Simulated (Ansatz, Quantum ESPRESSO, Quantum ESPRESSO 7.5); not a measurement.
**Cl-SiC-Cl chair, 1 layer in an electric field**

How does Cl-SiC-Cl chair, 1 layer respond to a gate-like field without added charge?

Main program and level: Quantum ESPRESSO 7.5; plane-wave DFT, PBE, SG15 norm-conserving pseudopotentials (geometry and cross-check by Ansatz 0.2.0 with PAW datasets; geometry under PBE).

### 1. Set-up

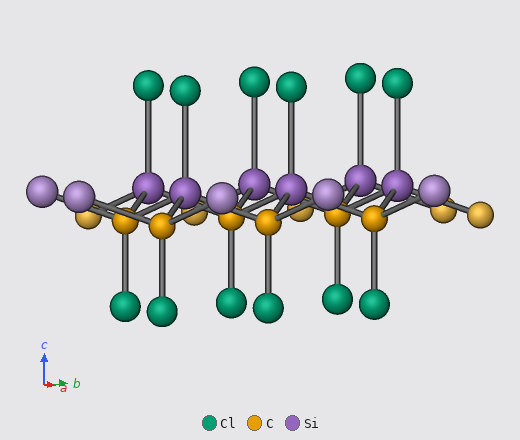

Start, viewed from the side, with the c axis up; chlorine teal, carbon orange, silicon purple. 2×3×1 cells are drawn. Some periodic images of atoms are drawn too.

The cell holds 4 atoms: 2 Cl, 1 C and 1 Si. Cell: a = 3.086 Å, b = 3.086 Å, c = 21.533 Å, α = 90.0°, β = 90.0°, γ = 120.0°. Vacuum lies along c.

This sheet is a model structure: its symmetry is held, and its stability is not tested here.

### 2. Relaxation with Ansatz

A relaxation in Ansatz fixes the structure of this slab for the runs on it.

File input.yaml:

```yaml
crystal:
  lattice:
    - [3.0855, 0.0, 0.0]
    - [-1.54275, 2.6721213834, 0.0]
    - [0.0, 0.0, 21.5333333333]
  atoms:
    - { symbol: Cl, position: [0.6666666667, 0.3333333333, 0.3947368421] }
    - { symbol: C, position: [0.6666666667, 0.3333333333, 0.4773993808] }
    - { symbol: Si, position: [0.3333333333, 0.6666666667, 0.5063467492] }
    - { symbol: Cl, position: [0.3333333333, 0.6666666667, 0.6052631579] }
kpoints:
  mp_grid: { grid: [12, 12, 1] }
hamiltonian:
  xc: pbe
scf:
  occupations: { method: fermi_dirac, width: 0.05 }
  convergence: { dr2_threshold: 1.0e-08 }
efield:
  axis: 3
  dipole_correction: true
  ramp_position: 0.97
  ramp_width: 0.04
relax:
  f_tol: 0.01
  cell: { fix: [c, alpha, beta] }
output:
  write_potential: true
  write_density: true
  volumetric_format: npy
```

Started as:

```console
$ ansatz run input.yaml --threads 4 --pin off --max-ram 8192MiB --backend cpu --events-out ev --progress --plain --runs-dir out
```

Numbers of over 12 decimals in the logs are rounded to 6 here.

Log:

```text
Warning: relax.cell: scf.convergence.dr2_threshold = 1e-8 eV is looser than the 4e-10 eV advised for a relaxation that steers and ends on the stress (1e-10 eV for each atom of the cell: 4). What an SCF threshold leaves in a stress goes as its square root, and in the free energy as the threshold itself, and one threshold admits the most on a small cell: [figures from the program's tests cut] Set scf.convergence.dr2_threshold to 4e-10 eV or tighter. The threshold is an SCF's pass mark: one that does not reach it within its budget of iterations ends unconverged, or closes short of it on a stop that the run arms, and scf.convergence.dr2_threshold's page says what that costs each kind of run
Engine: ansatz 0.2.0, x86_64-unknown-linux-gnu
Pseudopotentials: kind: paw
Pseudopotential: Cl, paw, valence charge 7, recommended cutoff 420 eV (normal), Cl.paw.azcp
Pseudopotential: C, paw, valence charge 4, recommended cutoff 420 eV (normal), C.paw.azcp
Pseudopotential: Si, paw, valence charge 4, recommended cutoff 420 eV (normal), Si.paw.azcp
Functional definition: PBE
  parameter kappa = 0.804
  parameter beta = 0.066725
  exchange = pbe_x(kappa = kappa, mu = beta*pi^2/3)
  correlation = pbe_c(beta = beta)
Crystal: 4 atoms, lattice volume = 177.539 Å³
Basis set: ecut = 420 eV, 3443 PW (Γ), exchange–correlation on 48×48×288 points (8 copies of the dense FFT grid, shifted against one another)
Bands: 15, of which v1, the nominal top of the filled ones, is band 11 counted from 1 (10 counted from 0)
Symmetry: 6 space group operations
Space group: P3m1 (ITA 156), of the structure as read, at distance tolerance 5.6e-5 Å
k-points: 19 of 144 (time reversal used)
Non-local potential: Cl, projectors of the file, l = 0: 2, l = 1: 2, l = 2: 2
Non-local potential: C, projectors of the file, l = 0: 2, l = 1: 2, l = 2: 1
Non-local potential: Si, projectors of the file, l = 0: 2, l = 1: 2, l = 2: 2
PAW form: soft (Blöchl's): semilocal exchange-correlation on the pseudo side does not see the compensation charge
PAW one-centre angular grid: Cl, 110 points (default); XC on 64 Gauss nodes
PAW one-centre angular grid: C, 110 points (default); XC on 64 Gauss nodes
PAW one-centre angular grid: Si, 110 points (default); XC on 64 Gauss nodes
Initial density: superposition of atomic densities (neutral atoms: chi_scale 0, normalization atom), corrected by the library's trained network
Initial wavefunctions: pseudopotential atomic-orbital guess
Functional: x = pbe(κ = 0.804, μ = 0.219515), c = pbe(β = 0.066725)
SCF iter   1: F=—  HF=-3046.342536 eV  |F-HF|=—  |Δ(HF+E_count)|=         —  Δρ=2.67e-3  dr2=7.22e-2  ethr=1.77e-3  p=-0.036 e·Å  D=-3.66e-2 V/Å  ΔV_dip=0.79 eV  dr2_dipole=1.36e-2  V_vac-E_F(+/−)=4.94/4.15 eV  ⟨swp⟩=9.1  Hψ=2297  notcnv=0
efield: sawtooth ramp at fractional position 0.9700 (set: `efield.ramp_position`, or a place that a band, a saddle search or an elastic batch's reference lends), width 0.0400; the density the first Hamiltonian is built on has a dipole p = -0.036 e·Å; the dipole correction subtracts the counter field D = -3.66e-2 V/Å, which shifts the + side's vacuum level by +0.79 eV against the − side's; the planar-averaged density in the ramp window peaks in size at 3.4e-5 e/Å³
preconditioner: auto → none  [insulator: Δε(μ)=1.733 eV  Ē_g=11.568 eV  σ=0.050 eV  W_gap=1.00  n_scr=12 (ndim 8)  ℏωp=13.1 eV  f_vac=0.625  D(μ)=0.00/eV (n_scr^D=0)  ε∞_Penn≈2.3]
SCF iter   2: F=—  HF=-3046.391832 eV  |F-HF|=—  |Δ(HF+E_count)|=   4.93e-2  Δρ=5.31e-3  dr2=3.37e-1  ethr=3.28e-4  p=0.046 e·Å  D=4.67e-2 V/Å  ΔV_dip=-1.01 eV  dr2_dipole=1.26e-1  V_vac-E_F(+/−)=3.48/4.49 eV  ⟨swp⟩=4.3  Hψ=776  notcnv=0  recentre
SCF iter   3: F=—  HF=-3046.330157 eV  |F-HF|=—  |Δ(HF+E_count)|=   6.17e-2  Δρ=1.40e-3  dr2=9.50e-3  ethr=3.28e-4  p=-0.027 e·Å  D=-2.71e-2 V/Å  ΔV_dip=0.58 eV  dr2_dipole=9.75e-4  V_vac-E_F(+/−)=4.65/4.07 eV  ⟨swp⟩=3.9  Hψ=653  notcnv=0
SCF iter   4: F=—  HF=-3046.329700 eV  |F-HF|=—  |Δ(HF+E_count)|=   4.57e-4  Δρ=4.96e-4  dr2=1.05e-3  ethr=4.32e-5  p=-0.027 e·Å  D=-2.79e-2 V/Å  ΔV_dip=0.60 eV  dr2_dipole=1.58e-5  V_vac-E_F(+/−)=4.46/3.86 eV  ⟨swp⟩=2.8  Hψ=611  notcnv=0
SCF iter   5: F=—  HF=-3046.329790 eV  |F-HF|=—  |Δ(HF+E_count)|=   9.05e-5  Δρ=3.08e-4  dr2=3.17e-4  ethr=4.79e-6  p=-0.029 e·Å  D=-2.99e-2 V/Å  ΔV_dip=0.64 eV  dr2_dipole=8.97e-7  V_vac-E_F(+/−)=4.51/3.86 eV  ⟨swp⟩=2.2  Hψ=436  notcnv=0
SCF iter   6: F=—  HF=-3046.329824 eV  |F-HF|=—  |Δ(HF+E_count)|=   3.33e-5  Δρ=1.34e-4  dr2=2.78e-5  ethr=1.44e-6  p=-0.030 e·Å  D=-3.07e-2 V/Å  ΔV_dip=0.66 eV  dr2_dipole=3.90e-7  V_vac-E_F(+/−)=4.50/3.84 eV  ⟨swp⟩=2.4  Hψ=423  notcnv=0
SCF iter   7: F=—  HF=-3046.329951 eV  |F-HF|=—  |Δ(HF+E_count)|=   1.27e-4  Δρ=4.14e-5  dr2=3.01e-6  ethr=1.26e-7  p=-0.031 e·Å  D=-3.12e-2 V/Å  ΔV_dip=0.67 eV  dr2_dipole=5.08e-8  V_vac-E_F(+/−)=4.50/3.82 eV  ⟨swp⟩=2.7  Hψ=533  notcnv=0
SCF iter   8: F=—  HF=-3046.330016 eV  |F-HF|=—  |Δ(HF+E_count)|=   6.48e-5  Δρ=9.61e-6  dr2=9.91e-8  ethr=1.37e-8  p=-0.031 e·Å  D=-3.14e-2 V/Å  ΔV_dip=0.68 eV  dr2_dipole=2.92e-10  V_vac-E_F(+/−)=4.50/3.82 eV  ⟨swp⟩=2.1  Hψ=441  notcnv=0
SCF iter   9: F=-3046.330016 eV  HF=-3046.330016 eV  |F-HF|=5.65e-9  |Δ(HF+E_count)|=   2.85e-7  Δρ=2.35e-6  dr2=4.71e-9  ethr=4.55e-11  p=-0.031 e·Å  D=-3.14e-2 V/Å  ΔV_dip=0.68 eV  dr2_dipole=4.13e-12  V_vac-E_F(+/−)=4.50/3.82 eV  ⟨swp⟩=8.2  Hψ=2291  notcnv=0
SCF 1 converged in 9 iterations: F = -3046.330016 eV  dr2 = 4.71e-9
  greatest PAW one-centre occupation: 0.913 electrons in one spin orbital (limit 2), on the Cl atom at site 3 (counted from 0), in its partial waves of l = 0
relax step   1: F+E_penalty+E_count = -3046.33001582 eV  Δ(F+E_penalty+E_count) = +0.000e0 eV  max|allowed force component| = 1.577e0 eV/Å  Δτ_max = 0.0000 Å  P = +3.177 GPa  Ω = 177.539 Å³  fix = [c, alpha, beta]  reactions: c -2.401 GPa  (9 SCF iters, accepted)
Crystal: 4 atoms, lattice volume = 194.999 Å³
Basis set: ecut = 420 eV, 3887 PW (Γ), exchange–correlation on 48×48×288 points (8 copies of the dense FFT grid, shifted against one another)
Initial density: handed on by an earlier stage of this run
Initial wavefunctions: those handed on with the density
iter 1 solved again at ethr=1.42e-3 eV; its pass at ethr=3.10e-3 eV (dr2=3.13e-1 eV) is discarded
SCF iter   1: F=—  HF=-3046.815635 eV  |F-HF|=—  |Δ(HF+E_count)|=         —  Δρ=1.16e-2  dr2=3.11e-1  ethr=1.42e-3  p=-0.034 e·Å  D=-3.14e-2 V/Å  ΔV_dip=0.68 eV  dr2_dipole=3.10e-5  V_vac-E_F(+/−)=4.34/3.66 eV  ⟨swp⟩=1.0  Hψ=2432  notcnv=0
[...]
relax step   7: F+E_penalty+E_count = -3046.80869098 eV  Δ(F+E_penalty+E_count) = -1.002e-2 eV  max|allowed force component| = 2.944e-3 eV/Å  Δτ_max = 0.0000 Å  P = +0.058 GPa  Ω = 199.683 Å³  fix = [c, alpha, beta]  reactions: c -0.005 GPa  stress off target by 8.91e-2 GPa on what of the cell is left free  SCF on the basis re-selected at this cell (its energy is not comparable with the rows above)  (7 SCF iters)
[...]
relax step   8: F+E_penalty+E_count = -3046.80873275 eV  Δ(F+E_penalty+E_count) = -4.177e-5 eV  max|allowed force component| = 3.378e-3 eV/Å  Δτ_max = 0.0006 Å  P = +0.003 GPa  Ω = 200.141 Å³  energy of the carried Pulay correction = -8.868e-5 eV  fix = [c, alpha, beta]  reactions: c +0.003 GPa  (7 SCF iters, accepted)
iter 1 solved again at ethr=1.59e-6 eV; its pass at ethr=3.10e-3 eV (dr2=3.50e-4 eV) is discarded
SCF iter   1: F=—  HF=-3046.808708 eV  |F-HF|=—  |Δ(HF+E_count)|=         —  Δρ=5.95e-6  dr2=4.90e-8  ethr=1.59e-6  p=-0.008 e·Å  D=-7.62e-3 V/Å  ΔV_dip=0.16 eV  dr2_dipole=1.36e-9  V_vac-E_F(+/−)=4.53/4.36 eV  ⟨swp⟩=2.4  Hψ=3026  notcnv=0
efield: sawtooth ramp at fractional position 0.9700 (set: `efield.ramp_position`, or a place that a band, a saddle search or an elastic batch's reference lends), width 0.0400; the density the first Hamiltonian is built on has a dipole p = -0.008 e·Å; the dipole correction subtracts the counter field D = -7.62e-3 V/Å, which shifts the + side's vacuum level by +0.16 eV against the − side's; the planar-averaged density in the ramp window peaks in size at 2.5e-7 e/Å³
eigensolver tolerance schedule: the retry pair's looser diagonalisation over-reported the residual by 7140.19 of it (diagonalisation noise at an unbounded share of the residual, at the tolerance the schedule requests for it); recorded, not acted on — ethr = c·dr2/N_el stays at c = 1.0e-1
preconditioner: auto → none  [insulator: Δε(μ)=2.235 eV  Ē_g=11.356 eV  σ=0.050 eV  W_gap=1.00  n_scr=12 (ndim 8)  ℏωp=12.3 eV  f_vac=0.635  D(μ)=0.00/eV (n_scr^D=0)  ε∞_Penn≈2.2]
SCF iter   2: F=—  HF=-3046.808820 eV  |F-HF|=—  |Δ(HF+E_count)|=   1.11e-4  Δρ=5.43e-6  dr2=1.63e-7  ethr=2.23e-10  p=-0.008 e·Å  D=-7.59e-3 V/Å  ΔV_dip=0.16 eV  dr2_dipole=1.31e-8  V_vac-E_F(+/−)=4.53/4.36 eV  ⟨swp⟩=4.0  Hψ=802  notcnv=0
SCF iter   3: F=—  HF=-3046.808820 eV  |F-HF|=—  |Δ(HF+E_count)|=   8.69e-7  Δρ=2.72e-6  dr2=1.26e-8  ethr=2.23e-10  p=-0.008 e·Å  D=-7.62e-3 V/Å  ΔV_dip=0.16 eV  dr2_dipole=2.11e-10  V_vac-E_F(+/−)=4.53/4.36 eV  ⟨swp⟩=2.0  Hψ=391  notcnv=0
iter 4 met the thresholds in force, and the SCF goes on: an eigenvalue changes by 8.86 meV, over its tolerance of 3.16 meV (output.eigenvalues, Limitations)
SCF iter   4: F=-3046.808823 eV  HF=-3046.808821 eV  |F-HF|=1.84e-6  |Δ(HF+E_count)|=   9.86e-7  Δρ=1.89e-6  dr2=8.20e-9  ethr=4.55e-11  p=-0.008 e·Å  D=-7.61e-3 V/Å  ΔV_dip=0.16 eV  dr2_dipole=1.90e-9  V_vac-E_F(+/−)=4.53/4.36 eV  ⟨swp⟩=11.9  Hψ=2235  notcnv=0
iter 5 met the thresholds in force, and the SCF goes on: an eigenvalue changes by 5.12 meV, over its tolerance of 3.16 meV (output.eigenvalues, Limitations)
SCF iter   5: F=-3046.808823 eV  HF=-3046.808822 eV  |F-HF|=8.25e-7  |Δ(HF+E_count)|=   1.02e-6  Δρ=8.98e-7  dr2=1.57e-9  ethr=3.73e-11  p=-0.008 e·Å  D=-7.62e-3 V/Å  ΔV_dip=0.16 eV  dr2_dipole=2.20e-10  V_vac-E_F(+/−)=4.53/4.36 eV  ⟨swp⟩=7.6  Hψ=2006  notcnv=0
Mixer restart at iter 5: flushing history
SCF iter   6: F=-3046.808823 eV  HF=-3046.808823 eV  |F-HF|=3.44e-8  |Δ(HF+E_count)|=   8.32e-7  Δρ=1.60e-6  dr2=2.90e-8  ethr=7.15e-12  p=-0.008 e·Å  D=-7.60e-3 V/Å  ΔV_dip=0.16 eV  dr2_dipole=7.06e-9  V_vac-E_F(+/−)=4.53/4.36 eV  ⟨swp⟩=3.0  Hψ=559  notcnv=0  κ⁻¹=1.0e0(r=1)
SCF iter   7: F=-3046.808823 eV  HF=-3046.808823 eV  |F-HF|=6.85e-10  |Δ(HF+E_count)|=   5.64e-9  Δρ=2.63e-7  dr2=6.35e-10  ethr=7.15e-12  p=-0.008 e·Å  D=-7.62e-3 V/Å  ΔV_dip=0.16 eV  dr2_dipole=1.18e-10  V_vac-E_F(+/−)=4.53/4.36 eV  ⟨swp⟩=7.2  Hψ=1956  notcnv=0
SCF 9 converged in 7 iterations: F = -3046.808823 eV  dr2 = 6.35e-10
relax step   9: F+E_penalty+E_count = -3046.80882328 eV  Δ(F+E_penalty+E_count) = -9.053e-5 eV  max|allowed force component| = 3.370e-3 eV/Å  Δτ_max = 0.0000 Å  P = +0.003 GPa  Ω = 200.141 Å³  fix = [c, alpha, beta]  reactions: c +0.003 GPa  stress off target by 2.67e-3 GPa on what of the cell is left free  SCF on the basis re-selected at this cell (its energy is not comparable with the rows above)  (7 SCF iters)
basis re-selected at this cell: Δ(F+E_penalty+E_count) = -9.053e-5 eV, ΔP = +0.000 GPa vs the last step (what re-selecting the basis moved, of the pressure what is left beyond the Pulay correction that the steps carried, after the strain that the cell walked since its last selection, with what the two solves' SCF thresholds leave and, on support functions, any second-order correction that the steps lacked; it is no m [...]
SCF converged after 7 iterations
an eigenvalue changed by more than its tolerance at an iteration that met the thresholds in force, so the SCF went on 2 times, its first undamped step at iteration 5: the last check found none over its tolerance
Free energy (F): -3046.808823 eV
Harris-Foulkes:  -3046.808823 eV  (|F-HF|=6.85e-10)
Internal energy: -3046.808823 eV  (E = F + TS)
E sigma→0 (E₀):  -3046.808823 eV
Fermi energy:    -0.669964 eV
Dipole field:    D = -0.007606 V/Å  (p = -0.008412 e·Å, saw-weighted, corrected)
Work function:   Φ+ = 4.5260 eV   Φ− = 4.3622 eV
Levels:          The Fermi level and band energies are counted from a zero that moves with the ramp; work functions are not
--- Per-component energies (eV) ---
  E_band       = -186.919624
  E_kinetic    = 452.600805
  E_local      = -8926.472721  (includes V_loc(G=0)·N_el)
  E_nonlocal   = 108.120981
  E_hartree    = 4265.512916
  E_xc         = -317.352316
  E_vxc        = -350.255620  (∫ρ·V_xc dr)
  E_paw        = -1929.796764  (= ΣΔE_a)
  E_vpaw       = -1.962156  (= ΣTr[D̂ρ^β])
  E_aug_tail   = 0.000193  (compensation charges beyond the density's cutoff)
  E_efield     = 0.000032  (sawtooth field / dipole correction)
  E_vefield    = 0.023856  (∫n·V_field dr)
  E_ewald      = 3300.578051
  E_smearing   = -0.000000  (= −TS)
  E_closure    = -0.000000  (closes the sum)
  Σ components = -3046.808823   (vs F -3046.808823, Δ=0.00e0)
--- Forces (eV/Å), atoms counted from 1 ---
  atom   1  Cl     0.00000000    -0.00000000     0.00085109
  atom   2  C     -0.00000000     0.00000000    -0.00337277
  atom   3  Si     0.00000000    -0.00000000     0.00064000
  atom   4  Cl     0.00000000     0.00000000     0.00187232
  max |Σ_I F_I| component: 9.35e-6 eV/Å
--- Stress (GPa, compression-positive) ---
        0.002673      -0.000000      -0.000000
        0.000000       0.002673      -0.000000
        0.000000      -0.000000       0.002934
  P = ⅓ Tr σ = 0.0028 GPa (0.028 kbar)
--- Band table (eV; the first three rows and the last of 19) ---
  k-point 0: bands = [... 7 lower, -3.0917, -3.0917, -1.8130, -1.8130, 0.4216, 1.2776, 3.2124, 3.7942]
  k-point 1: bands = [... 7 lower, -3.3561, -3.1430, -2.1244, -1.8747, 0.6562, 1.5417, 3.2717, 3.6074]
  k-point 2: bands = [... 7 lower, -3.9894, -3.2813, -2.8568, -2.0338, 0.9708, 1.9214, 3.4087, 3.7346]
  k-point 18: bands = [... 7 lower, -5.5761, -4.9896, -4.3330, -4.2215, 2.1697, 3.2826, 3.6401, 5.1020]
--- Relaxed structure (7 steps of the walk, 7 accepted, 2 SCFs on fresh bases) ---
  F+E_penalty+E_count = -3046.80882328 eV   max|allowed force component| = 3.370e-3 eV/Å   (the final SCF, on the basis selected at the relaxed cell)
  cell:  # Å, volume = 200.1407 Å³
    - [3.276022, 0, 0]
    - [-1.638011, 2.837118, 0]
    - [0, 0, 21.5333333333]
  atoms:
    - { symbol: Cl, position: [0.666667, 0.333333, 0.395525] }
    - { symbol: C, position: [0.666667, 0.333333, 0.480774] }
    - { symbol: Si, position: [0.333333, 0.666667, 0.506210] }
    - { symbol: Cl, position: [0.333333, 0.666667, 0.601237] }
```

It took 10 s on 4 threads of Intel Xeon Platinum 8488C (Sapphire Rapids), shared host; peak memory 0.52 GiB.

The steps of the relaxation:

```tsv
step	energy less that of the first step (eV)	largest force component (eV/Å)	pressure (GPa)	volume (Å³)
1	0.0000	1.5772	3.18	177.54
2	-0.3952	1.3302	1.50	195.00
3	-0.4638	0.2159	0.47	197.71
4	-0.4686	0.0339	0.06	199.23
5	-0.4686	0.0573	0.01	199.54
6	-0.4687	0.0027	-0.01	199.68
7*	-0.4787	0.0029	0.06	199.68
8	-0.4787	0.0034	0.00	200.14
9*	-0.4788	0.0034	0.00	200.14
```

Relaxation steps marked * repeat the geometry before them on a plane-wave basis chosen anew for their cell, so energy and pressure can jump there.

Forces are held to the 6 operations that the run works with; a distortion that breaks them can't arise in this run.

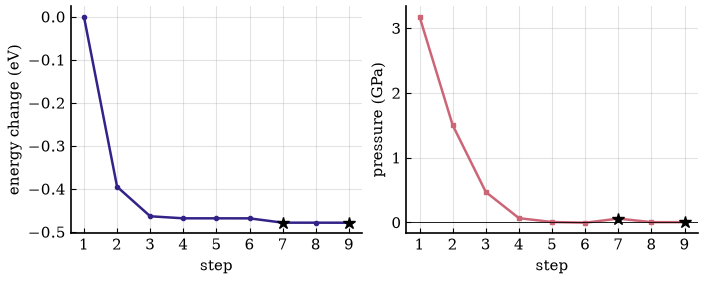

Energy and pressure along the relaxation. Stars mark steps on a basis chosen anew.

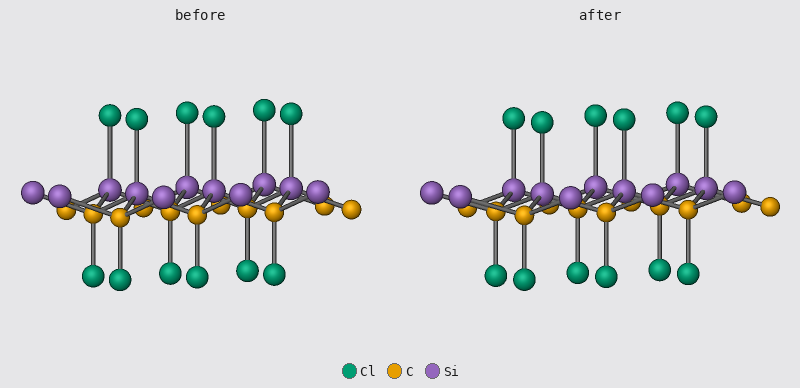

The structure before and after the relaxation, drawn at the same scale.

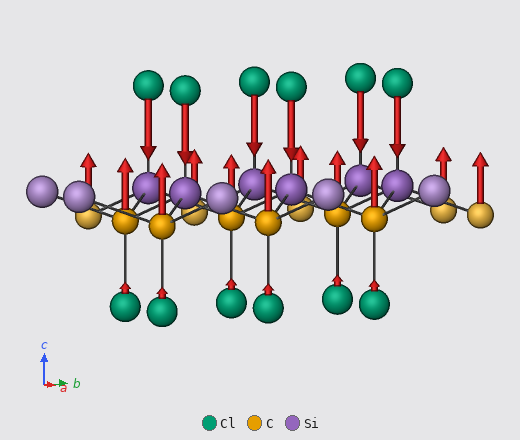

Displacements in the relaxation, exaggerated, measured against the changing cell; the longest in the cell stands for 0.09 Å. 2×3×1 cells are drawn. Some periodic images of atoms are drawn too.

```tsv
cell as run	before	after	change
a (Å)	3.086	3.276	+6.2 %
b (Å)	3.086	3.276	+6.2 %
```

The atoms that moved most (Å, along periodic axes as changes of fractional coordinates times the final cell, across vacuum about the mean position):

```tsv
atom	dx	dy	dz	length
Cl4	0.000	0.000	-0.087	0.087
C2	0.000	0.000	0.073	0.073
Cl1	0.000	0.000	0.017	0.017
```

Final coordinates:

```xyz
4
Lattice="3.2760 0.0000 0.0000 -1.6380 2.8371 0.0000 0.0000 0.0000 21.5333" Properties=species:S:1:pos:R:3
Cl    1.6380    0.9457    8.5170
C     1.6380    0.9457   10.3527
Si    0.0000    1.8914   10.9004
Cl    0.0000    1.8914   12.9466
```

Numbers from this step:

- free energy: -3046.8088 eV
- Fermi energy: -0.6700 eV
- gap by band count: 2.235 eV
- symmetry operations: 6
- dipole along the normal: -0.008412 e·Å
- vacuum level at the upper face over a Fermi level inside the gap: 4.526 eV
- vacuum level at the lower face over a Fermi level inside the gap: 4.362 eV

(Part 1 of 5 ends here.)

[Logs are printed without paths, hosts, clocks, repeated set-up lines and the standing remarks that a program may print on its own settings, such as how far it seeks lower states.]

[Hosts, paths, dates, database ids (printed as entryN), source tags and the programs' standing remarks are cut or masked in the printed files.]

[Maps of the electrostatic potential energy from Ansatz leave out the sawtooth potential of an applied field or a dipole correction, so their vacuum need not be flat; planar profiles and work functions include it.]
